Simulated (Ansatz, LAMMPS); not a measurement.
# Na+ FSI- in dimethoxyethane and ethylene carbonate and a fluorinated ether (TTE) at 490 K (144 atoms) in motion

Aim: follow Na+ FSI- in dimethoxyethane and ethylene carbonate and a fluorinated ether (TTE) at 490 K (144 atoms) for a short time with forces from DFT, then look at structure and electrons in the last frame.

Calculated with Ansatz 0.2.0; Kohn-Sham DFT, PBE+D3(BJ), PAW (set soft_2), plane waves.

### Step 1. The starting structure

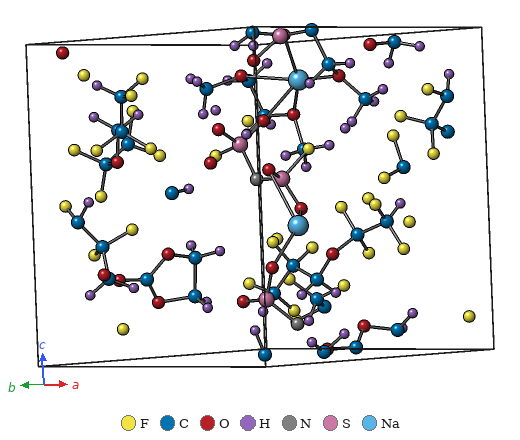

Start, viewed from a free direction; fluorine yellow, carbon blue, oxygen red, hydrogen purple, nitrogen grey, sulfur pink, sodium blue. Bonds to atoms that aren't drawn are left out. Some periodic images of atoms are drawn too.

The cell holds 144 atoms: 36 F, 34 C, 22 O, 44 H, 2 N, 4 S and 2 Na. Its edges and angles: a = 12.906 Å, b = 12.906 Å, c = 12.906 Å, α = 90.0°, β = 90.0°, γ = 90.0°. 2 dimethoxyethane, 2 ethylene carbonate, 4 a fluorinated ether (TTE), 2 Na+, 2 FSI- placed at random, at 1.31 g/cm³; overlaps pushed apart, then 10 ps at 550 K with Joung-Cheatham ions (J. Phys. Chem. B 112, 9020 (2008)); MMFF94 bonds, angles, torsions, charges and radii (Halgren, J. Comput. Chem. 17, 490 (1996)) in harmonic and 12-6 forms; charges of ions scaled by 0.8. Snapshot after 30 ps at 490 K and fixed volume.

Limits known from the start: The network of contacts between molecules at the start is that of the classical potential that made the cell. The density was typed from a rule of thumb and may lie off the real one at this temperature. Only the Γ point is sampled, in a cell whose shortest periodic width is 13 Å.

### Step 2. Single point at the start

A single point comes first, to see the forces before anything moves.

input.yaml

```yaml
crystal:
  lattice:
    - [12.90643, 0.0, 0.0]
    - [0.0, 12.90643, 0.0]
    - [0.0, 0.0, 12.90643]
  atoms:
    - { symbol: F, position: [0.95103, 0.47468, 0.49435] }
    - { symbol: C, position: [0.00392, 0.39154, 0.50533] }
    - { symbol: F, position: [0.99395, 0.34145, 0.41453] }
    - { symbol: C, position: [0.95801, 0.32238, 0.5833] }
    [... 134 atom lines left out ...]
    - { symbol: S, position: [0.10221, 0.09381, 0.15862] }
    - { symbol: O, position: [0.07638, 0.03839, 0.25405] }
    - { symbol: O, position: [0.11543, 0.2087, 0.15819] }
    - { symbol: F, position: [0.99055, 0.09324, 0.10671] }
    - { symbol: Na, position: [0.53918, 0.35065, 0.85508] }
    - { symbol: Na, position: [0.22383, 0.06387, 0.38661] }
kpoints:
  mp_grid: { grid: [1, 1, 1] }
hamiltonian:
  xc: pbe
  dispersion: d3bj
scf:
  occupations: { method: gaussian, width: 0.025 }
output:
  forces: true
```

Started as:

```sh
$ ansatz run input.yaml --threads 4 --pin off --max-ram 8192MiB --backend cpu --events-out ev --progress --plain --runs-dir out
```

Elapsed: 20 s, on 4 threads of Arm Neoverse V2, shared host; peak memory 2.9 GiB.

Numbers from this run:

```yaml
free_energy: -58133.0798 eV
free_energy_per_atom: -403.7019 eV/atom
scf_cycles: 10
r_m_s_force_component: 1.231 eV/Å
longest_force: 5.572 eV/Å
fermi_energy: 1.001 eV
```

The r.m.s. force component of 1.2 eV/Å sets the starting point.

Length of the force by element:

| element | coordination | atoms | mean length of the force (eV/Å) | spread | least | most |
| --- | --- | --- | --- | --- | --- | --- |
| C | all | 34 | 2.55 | 1.25 | 0.492 | 5.57 |
| F | all | 36 | 1.60 | 1.03 | 0.22 | 5.22 |
| H | all | 44 | 1.30 | 0.651 | 0.155 | 2.75 |
| N | all | 2 | 0.966 | 0.194 | 0.772 | 1.16 |
| Na | all | 2 | 0.722 | 0.329 | 0.393 | 1.05 |
| O | all | 22 | 1.94 | 0.595 | 0.789 | 2.91 |
| S | all | 4 | 3.68 | 1.45 | 1.24 | 4.97 |

### Step 3. Dynamics at 490 K

A Nosé–Hoover thermostat steers the temperature while disturbing the dynamics little. The time step is 0.5 fs, short enough for the stretching of bonds to hydrogen.

input.yaml: that of step 2 with these lines changed.

```diff
@@ -16 +16,8 @@
   forces: true
+md:
+  timestep: 0.5
+  n_steps: 160
+  ensemble: nvt_nose_hoover
+  temperature: 490
+  initial_velocities: maxwell_boltzmann
+  seed: 2984
```

The job ended after 32 min (4 threads; peak memory 3.2 GiB).

The program notes that it switched symmetry off.

The trajectory, sampled:

| time (fs) | T (K) | potential (meV/atom) | conserved (meV/atom) |
| --- | --- | --- | --- |
| 0.0 | 490 | 0.0 | 0.00 |
| 5.5 | 560 | -9.1 | -0.03 |
| 10.5 | 535 | -5.9 | -0.01 |
| 16.0 | 526 | -4.8 | 0.00 |
| 21.5 | 514 | -3.5 | -0.04 |
| 26.5 | 477 | 1.2 | 0.02 |
| 32.0 | 547 | -7.9 | -0.02 |
| 37.5 | 556 | -9.4 | 0.00 |
| 42.5 | 545 | -8.2 | 0.01 |
| 48.0 | 568 | -11.5 | -0.01 |
| 53.5 | 551 | -9.8 | -0.01 |
| 58.5 | 527 | -7.2 | 0.00 |
| 64.0 | 571 | -13.5 | -0.03 |
| 69.5 | 537 | -9.6 | -0.01 |
| 74.5 | 561 | -13.4 | -0.03 |
| 80.0 | 577 | -16.2 | -0.04 |

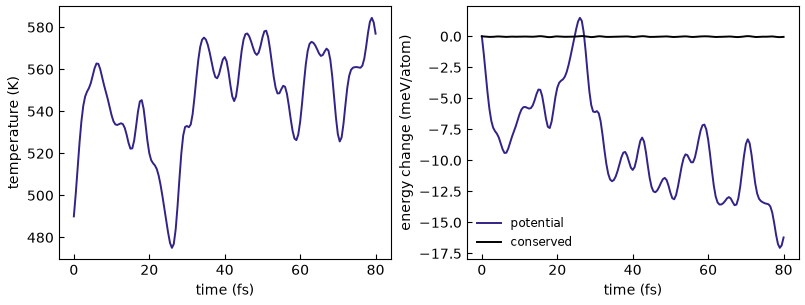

Temperature and energies against time.

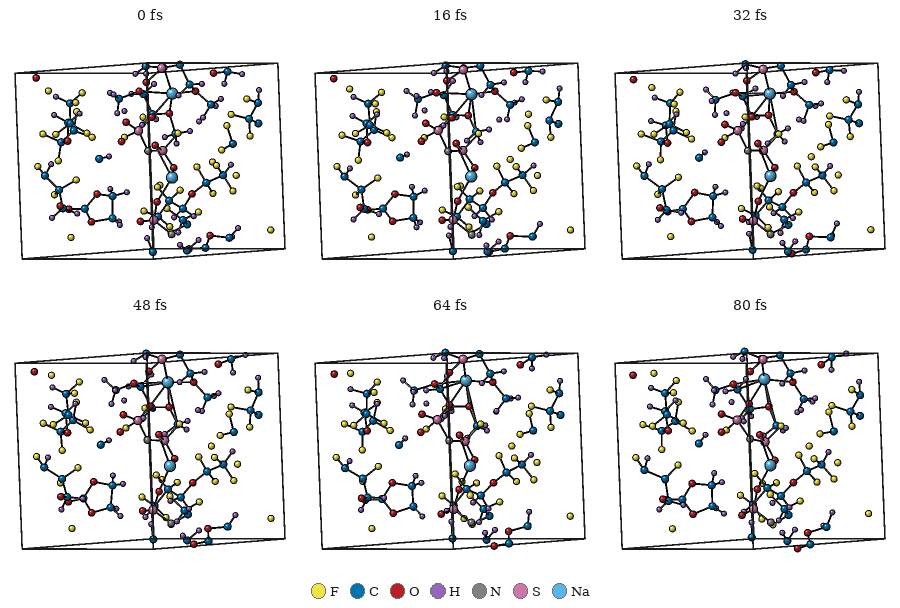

6 frames of the run. Bonds to atoms that aren't drawn are left out.

Mean square displacement from the first frame to the last: F 0.18 Å², C 0.13 Å², O 0.23 Å², H 0.34 Å², N 0.12 Å², S 0.028 Å², Na 0.23 Å².

The mean square displacement by time lag:

| time lag (fs) | C (Å²) | F (Å²) | H (Å²) | N (Å²) | Na (Å²) | O (Å²) | S (Å²) |
| --- | --- | --- | --- | --- | --- | --- | --- |
| 0.5 | 3.0e-5 | 1.8e-5 | 3.1e-4 | 2.1e-5 | 1.4e-5 | 2.6e-5 | 1.0e-5 |
| 3.5 | 0.00139 | 8.8e-4 | 0.0135 | 9.9e-4 | 7.0e-4 | 0.00124 | 4.7e-4 |
| 7.0 | 0.00495 | 0.00340 | 0.0385 | 0.00374 | 0.00275 | 0.00470 | 0.00172 |
| 12.0 | 0.0116 | 0.00934 | 0.0689 | 0.00973 | 0.00789 | 0.0124 | 0.00421 |
| 15.0 | 0.0154 | 0.0139 | 0.0829 | 0.0140 | 0.0122 | 0.0179 | 0.00576 |
| 18.5 | 0.0192 | 0.0198 | 0.0852 | 0.0191 | 0.0183 | 0.0248 | 0.00743 |
| 21.5 | 0.0220 | 0.0253 | 0.0804 | 0.0235 | 0.0244 | 0.0310 | 0.00875 |
| 25.0 | 0.0252 | 0.0321 | 0.0864 | 0.0286 | 0.0324 | 0.0387 | 0.0104 |
| 28.0 | 0.0283 | 0.0384 | 0.103 | 0.0331 | 0.0399 | 0.0458 | 0.0120 |
| 33.0 | 0.0349 | 0.0494 | 0.138 | 0.0411 | 0.0537 | 0.0587 | 0.0150 |
| 36.5 | 0.0408 | 0.0577 | 0.169 | 0.0468 | 0.0641 | 0.0685 | 0.0174 |
| 40.0 | 0.0474 | 0.0663 | 0.192 | 0.0523 | 0.0751 | 0.0787 | 0.0197 |

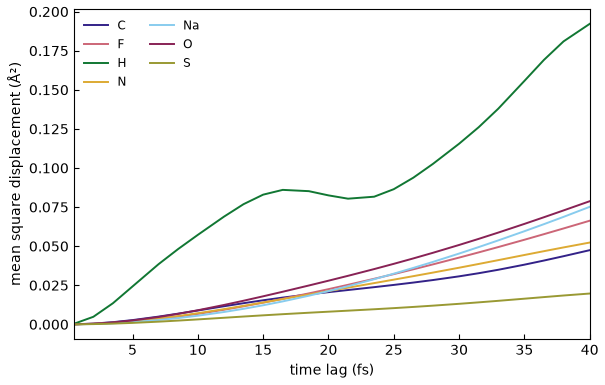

Mean square displacement, plotted against time lag.

Over the second half of 80 fs the temperature averages 559 K with swings of 15 K r.m.s. The conserved energy stays within 0.07 meV/atom. From first frame to last H has the largest mean square displacement, 0.34 Å² at the end; the farthest move is 1.33 Å. The run spans 0.08 ps, too short for its means to be equilibrium values.

### Step 4. Local order late in the run

The g(r) is a mean over the second half; what follows it is taken at the last frame.

Bonds before and after, by the cutoffs listed below:

| pair | bonds before | bonds after | mean before (Å) | mean after (Å) | spread before (Å) | spread after (Å) |
| --- | --- | --- | --- | --- | --- | --- |
| H-C | 44 | 44 | 1.091 | 1.100 | 0.041 | 0.036 |
| F-C | 32 | 32 | 1.368 | 1.385 | 0.043 | 0.040 |
| F-S | 4 | 4 | 1.604 | 1.655 | 0.044 | 0.042 |
| F-Na | 2 | 2 | 2.207 | 2.553 | 0.086 | 0.068 |
| C-C | 16 | 16 | 1.522 | 1.548 | 0.032 | 0.062 |
| C-O | 26 | 26 | 1.403 | 1.401 | 0.076 | 0.066 |
| O-S | 8 | 8 | 1.466 | 1.450 | 0.028 | 0.025 |
| O-Na | 10 | 10 | 2.472 | 2.448 | 0.226 | 0.147 |
| S-N | 4 | 4 | 1.575 | 1.592 | 0.024 | 0.023 |

Density 1.31 g/cm³, 14.93 Å³ an atom.

Mean of 15 frames. Pair distribution functions g(r), in bins of 0.2 Å:

| r (Å) | total | H-H | H-F | H-C | H-O | H-S | H-N |
| --- | --- | --- | --- | --- | --- | --- | --- |
| 1.00 | 1.53 | 0.00 | 0.00 | 10.59 | 0.00 | 0.00 | 0.00 |
| 1.20 | 1.64 | 0.00 | 0.00 | 10.13 | 0.00 | 0.00 | 0.00 |
| 1.40 | 2.67 | 0.00 | 0.00 | 0.00 | 0.00 | 0.00 | 0.00 |
| 1.60 | 0.81 | 0.64 | 0.00 | 0.00 | 0.00 | 0.00 | 0.00 |
| 1.80 | 0.55 | 5.47 | 0.14 | 0.00 | 0.08 | 0.00 | 0.00 |
| 2.00 | 0.90 | 0.67 | 2.00 | 0.75 | 4.42 | 0.00 | 0.00 |
| 2.20 | 1.50 | 0.45 | 1.08 | 2.76 | 3.02 | 0.00 | 0.00 |
| 2.40 | 1.61 | 1.47 | 1.19 | 0.74 | 0.16 | 0.00 | 0.00 |
| 2.60 | 1.02 | 1.36 | 1.46 | 0.89 | 0.87 | 0.00 | 0.00 |
| 2.80 | 0.86 | 0.76 | 1.09 | 1.01 | 1.04 | 0.04 | 0.16 |
| 3.00 | 0.89 | 1.24 | 0.87 | 0.90 | 0.99 | 1.27 | 1.52 |
| 3.20 | 0.75 | 0.83 | 0.93 | 0.76 | 1.23 | 0.73 | 0.82 |
| 3.40 | 0.92 | 0.59 | 1.08 | 0.72 | 1.33 | 2.33 | 1.02 |
| 3.60 | 0.85 | 0.68 | 0.77 | 0.66 | 0.74 | 1.59 | 1.00 |
| 3.80 | 0.80 | 0.76 | 0.82 | 0.69 | 0.82 | 1.31 | 0.86 |
| 4.00 | 0.92 | 0.86 | 0.97 | 0.96 | 0.89 | 1.25 | 0.93 |
| 4.20 | 0.93 | 0.67 | 0.89 | 0.85 | 0.98 | 1.73 | 0.77 |
| 4.40 | 0.90 | 0.88 | 0.84 | 0.81 | 0.97 | 1.39 | 1.07 |
| 4.60 | 1.06 | 0.81 | 0.97 | 0.80 | 0.96 | 1.71 | 2.13 |
| 4.80 | 1.04 | 1.04 | 0.92 | 0.75 | 1.35 | 0.86 | 2.21 |
| 5.00 | 0.97 | 0.96 | 0.98 | 0.88 | 1.10 | 0.79 | 1.46 |
| 5.20 | 1.00 | 1.02 | 0.95 | 0.86 | 0.97 | 0.97 | 1.01 |
| 5.40 | 1.04 | 0.98 | 0.98 | 0.98 | 0.91 | 0.93 | 1.07 |
| 5.60 | 1.00 | 1.05 | 1.01 | 0.87 | 1.04 | 1.37 | 0.86 |
| 5.80 | 1.00 | 0.96 | 0.97 | 0.97 | 1.05 | 1.23 | 1.56 |
| 6.00 | 1.00 | 0.96 | 0.86 | 1.23 | 1.12 | 0.80 | 1.03 |
| 6.20 | 0.96 | 1.07 | 0.87 | 1.08 | 0.88 | 0.83 | 0.99 |
| 6.40 | 0.98 | 1.11 | 1.02 | 0.99 | 1.07 | 0.81 | 0.82 |

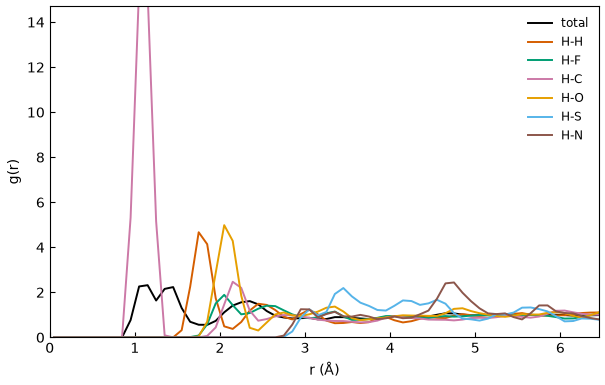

Pair distribution functions, lightly smoothed, with peaks cut at 14.

Bonds by pair of elements; cutoffs follow the first minimum of g(r), held within bounds set by covalent radii, and pairs that aren't listed don't count as bonded:

| pair A-B | cutoff (Å) | bonds | mean length (Å) | spread (Å) | shortest (Å) | B about A | A about B |
| --- | --- | --- | --- | --- | --- | --- | --- |
| H-C | 1.34 | 44 | 1.1 | 0.036 | 1.03 | 1 | 1.29 |
| F-C | 1.62 | 32 | 1.39 | 0.04 | 1.30 | 0.889 | 0.941 |
| F-S | 1.98 | 4 | 1.66 | 0.042 | 1.60 | 0.111 | 1 |
| F-Na | 2.77 | 2 | 2.55 | 0.068 | 2.48 | 0.056 | 1 |
| C-C | 1.85 | 16 | 1.55 | 0.062 | 1.46 | 0.941 | 0.941 |
| C-O | 1.73 | 26 | 1.40 | 0.066 | 1.24 | 0.765 | 1.18 |
| O-S | 1.93 | 8 | 1.45 | 0.025 | 1.41 | 0.364 | 2 |
| O-Na | 3.09 | 10 | 2.45 | 0.147 | 2.13 | 0.455 | 5 |
| S-N | 2.12 | 4 | 1.59 | 0.023 | 1.55 | 1 | 2 |

How many atoms have how many bonded neighbours:

| element | mean | 1 | 2 | 3 | 4 | 6 |
| --- | --- | --- | --- | --- | --- | --- |
| C | 3.94 | 0 | 0 | 2 | 32 | 0 |
| F | 1.06 | 34 | 2 | 0 | 0 | 0 |
| H | 1 | 44 | 0 | 0 | 0 | 0 |
| N | 2 | 0 | 2 | 0 | 0 | 0 |
| Na | 6 | 0 | 0 | 0 | 0 | 2 |
| O | 2 | 4 | 14 | 4 | 0 | 0 |
| S | 4 | 0 | 0 | 0 | 4 | 0 |

Bond angles, per cent of each kind in bins of 5°:

| angle (°) | C-C-F | H-C-O | C-C-H | H-C-H | O-Na-O |
| --- | --- | --- | --- | --- | --- |
| 55–60 | 0.0 | 0.0 | 0.0 | 0.0 | 4.8 |
| 60–65 | 0.0 | 0.0 | 0.0 | 0.0 | 0.0 |
| 65–70 | 0.0 | 0.0 | 0.0 | 0.0 | 4.8 |
| 70–75 | 0.0 | 0.0 | 0.0 | 0.0 | 14.3 |
| 75–80 | 0.0 | 0.0 | 0.0 | 0.0 | 4.8 |
| 80–85 | 0.0 | 0.0 | 0.0 | 0.0 | 0.0 |
| 85–90 | 0.0 | 0.0 | 0.0 | 0.0 | 23.8 |
| 90–95 | 0.0 | 0.0 | 0.0 | 0.0 | 0.0 |
| 95–100 | 0.0 | 5.6 | 0.0 | 4.2 | 4.8 |
| 100–105 | 15.0 | 16.7 | 15.6 | 33.3 | 0.0 |
| 105–110 | 32.5 | 33.3 | 28.1 | 37.5 | 4.8 |
| 110–115 | 40.0 | 22.2 | 28.1 | 20.8 | 4.8 |
| 115–120 | 12.5 | 16.7 | 28.1 | 4.2 | 0.0 |
| 120–125 | 0.0 | 5.6 | 0.0 | 0.0 | 4.8 |
| 125–130 | 0.0 | 0.0 | 0.0 | 0.0 | 9.5 |
| 130–135 | 0.0 | 0.0 | 0.0 | 0.0 | 0.0 |
| 135–140 | 0.0 | 0.0 | 0.0 | 0.0 | 4.8 |
| 140–145 | 0.0 | 0.0 | 0.0 | 0.0 | 0.0 |
| 145–150 | 0.0 | 0.0 | 0.0 | 0.0 | 0.0 |
| 150–155 | 0.0 | 0.0 | 0.0 | 0.0 | 0.0 |
| 155–160 | 0.0 | 0.0 | 0.0 | 0.0 | 4.8 |
| 160–165 | 0.0 | 0.0 | 0.0 | 0.0 | 4.8 |
| 165–170 | 0.0 | 0.0 | 0.0 | 0.0 | 0.0 |
| 170–175 | 0.0 | 0.0 | 0.0 | 0.0 | 4.8 |

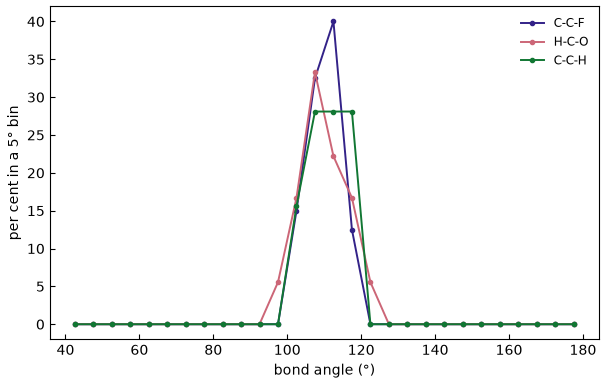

Distributions of the most common bond angles.

Bond angles (no mean is given where the spread exceeds 20°):

| angle | count | mean (°) | spread (°) |
| --- | --- | --- | --- |
| C-C-F | 40 | 110 | 4.5 |
| H-C-O | 36 | 110 | 6 |
| C-C-H | 32 | 111 | 5.1 |
| H-C-H | 24 | 107 | 4.9 |
| O-Na-O | 21 | - | - |

Bond length by coordination (bonds to H left out):

| element | coordination | atoms | mean bond length (Å) |
| --- | --- | --- | --- |
| C | 3 | 2 | 1.31 |
| C | 4 | 32 | 1.46 |
| F | 1 | 34 | 1.42 |
| F | 2 | 2 | 1.97 |
| O | 1 | 4 | 1.44 |
| O | 2 | 14 | 1.62 |
| O | 3 | 4 | 1.77 |

Rings of the network by King's shortest-path rule, up to 12 atoms, one path for each pair of neighbours; H, halogens, alkali and alkaline-earth atoms are left out, and the last column divides by all other atoms, bonded or not:

| ring size (atoms) | rings | per network atom |
| --- | --- | --- |
| 5 | 2 | 0.032 |

Counting bonds as in the table, 94 % of C atoms have 4, 94 % of F atoms have 1, all H atoms have 1 and all N atoms have 2 bonded neighbours. The C-C-F angle averages 110° with a spread of 4°. All rings counted have 5 atoms.

(Continued in part 2 of 2.)

[Logs are printed without paths, hosts, clocks, repeated set-up lines and the standing remarks that a program may print on its own settings, such as how far it seeks lower states.]

[Hosts, paths, dates, database ids (printed as entryN), source tags and the programs' standing remarks are cut or masked in the printed files.]

[The MMFF94 radii named for the starting cell were scaled by 0.96; in molecules described by MMFF94, hydrogen bound to N, O or S took a small fixed 12-6 site in their place.]
